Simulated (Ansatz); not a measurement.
CH7FSn: several calculations on one system

### Relaxation

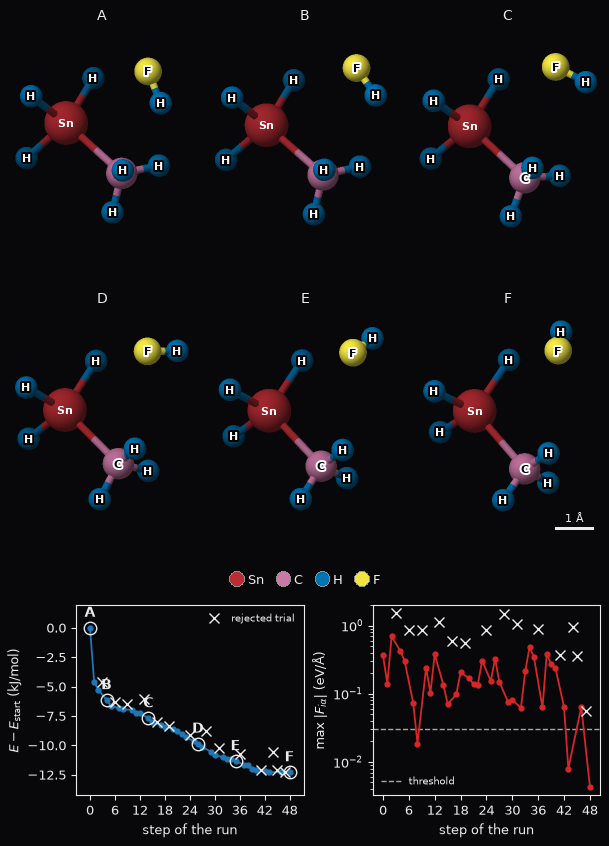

Frames of a relaxation of CH₇FSn, marked on the history of the run. Style: ball-and-stick. Shown from a free direction.

The run prepares an end point of a later path (reaction) calculation, from a guessed geometry.

The calculation used RHF/def2-SVP (Ansatz 0.2.0). (no spin polarisation; force threshold 0.03 eV/Å; at most 50 steps)

### Describe the path.

After 34 accepted moves (48 points after the start) the energy has fallen by 12.3 kJ/mol. The largest force component goes from 0.37 to 0.0043 eV/Å. The line search rejected the trial steps at points 3, 6, 9, 13, 16, 19, 24, 28 and more of the run. The forces were under the threshold at step 8, but the run went on from there. The atom that moves furthest after the best rigid fit is an H atom (1.48 Å). By element the largest moves are H 1.48 Å, F 0.54 Å, C 0.35 Å, Sn 0.15 Å. Some distances before and after: H–Sn 1.707 → 1.721 Å, F–H 0.908 → 0.902 Å. Among the angles between lasting bonds that change: C–Sn–H 107.5° → 110.7°, H–Sn–H 111.1° → 108.4°, H–C–H 106.9° → 109.1°. Groups turn about C–Sn by about 55°. From step 0 to 4: an H atom moves most (0.45 Å), energy −6.15 kJ/mol. From step 4 to 14: an H atom moves most (0.40 Å), energy −1.54 kJ/mol. From step 14 to 26: H atoms move most (0.40 Å), energy −2.16 kJ/mol. From step 26 to 35: an H atom moves most (0.38 Å), energy −1.49 kJ/mol. From step 35 to 48: an H atom moves most (0.42 Å), energy −0.95 kJ/mol.

Limits of the set-up: Hartree-Fock leaves out electron correlation.

### Relaxation

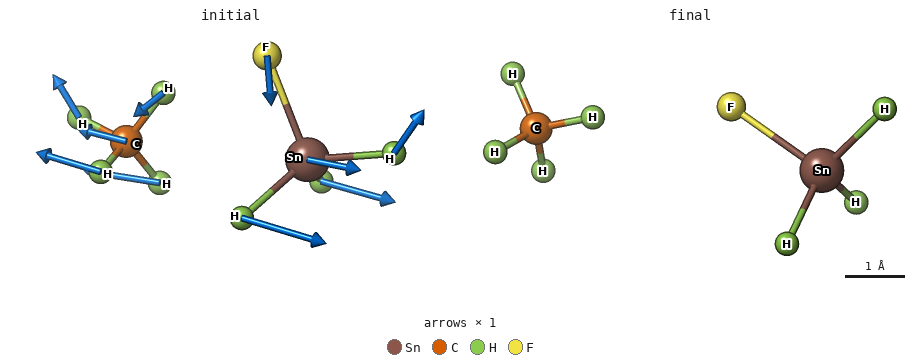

The structure of CH$_{7}$FSn before (left) and after (right) a relaxation, at one scale. The blue arrows give the displacements, at their true length.

Style: ball-and-stick. Shown at a tilt.

The run prepares an end point of a later path (reaction) calculation, from a guessed geometry.

The calculation used RHF/def2-SVP (Ansatz). (no spin polarisation; force threshold 0.03 eV/Å; at most 50 steps)

Describe what moved and what it gained.

The energy falls by 4.06 kcal/mol in 29 accepted moves (35 points after the start). Largest force component: 0.86 eV/Å at the start, 0.027 eV/Å at the end. The line search rejected the trial steps at points 10, 17, 22, 29, 31, 33 of the run. The forces were under the threshold at step 11, but the run went on from there. The largest move after the best rigid fit is that of an H atom, 1.61 Å. By element the largest moves are H 1.61 Å, Sn 1.01 Å, C 0.94 Å, F 0.88 Å. Near-neighbour distances that change, for instance: F–Sn 1.901 → 1.933 Å, C–H 1.097 → 1.090 Å.

Limits of the set-up: Hartree-Fock leaves out electron correlation.

### Path

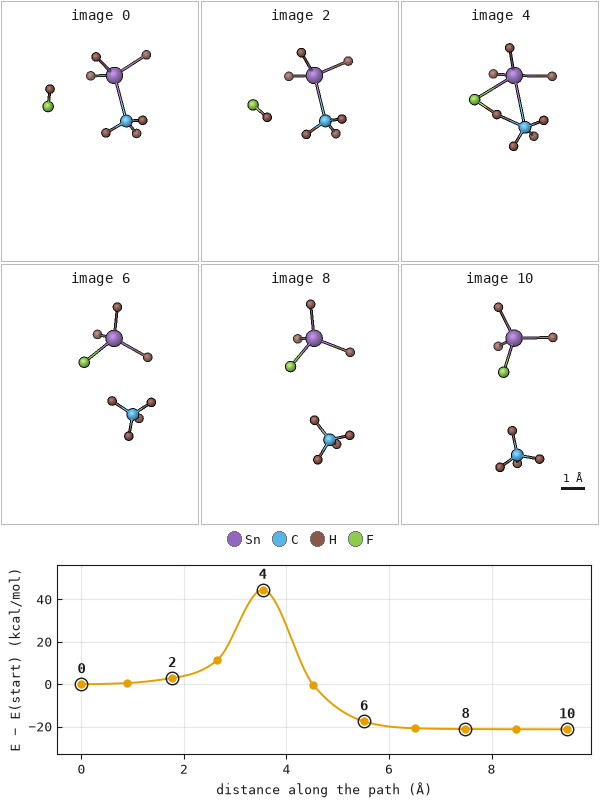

NEB run on CH7FSn, made up at the start of CH₆Sn and HF. Images are numbered from 0 (start) to 10 (end). Style: ball-and-stick. Shown at a tilt.

Method: RHF/def2-SVP (Ansatz). Settings: 9 movable images; climbing image; force threshold 0.03 eV/Å; iteration limit 60; starting path through a guess of the saddle point.

Describe the mechanism and the energy profile.

Answer. Breaking: F–H (0.90 → 2.61 Å), C–Sn (2.16 → 5.31 Å). Forming: C–H (3.85 → 1.09 Å), F–Sn (3.51 → 1.93 Å). Forward barrier 44.5 kcal/mol, backward barrier 65.8 kcal/mol, with image 4 at the top; the reaction energy is −21.3 kcal/mol. The band is converged.

Limits of the set-up: the start holds two separate molecules, 2.5 Å apart at their closest, whose relative position is a soft coordinate and is computed without a dispersion correction; Hartree-Fock leaves out electron correlation.
